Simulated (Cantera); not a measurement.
Input: 1 mol CCl4, 0.0096 mol CH4, equilibrated at 46.0 Pa.

Equilibrium computed with Cantera from the NASA thermochemical tables; the gas is ideal and each condensed phase is pure. Candidate condensed phases: C, C6H6, C7H8, C8H18; 103 gas species. Ions and electrons are included (thermal ionisation). The tables' values for CCl are old estimates; treat these amounts as uncertain. Equilibrium is a limit: real reactors are often held back by kinetics, nucleation or transport.

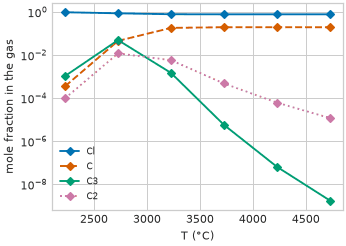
Figure. Equilibrium gas composition (values under 1e-9 drawn at 1e-9)

Task: Read off the mole fractions at 3727 °C.

Result: Cl about 0.79, C about 0.20, C2 about 0.00049, C3 about 5.8e-6.
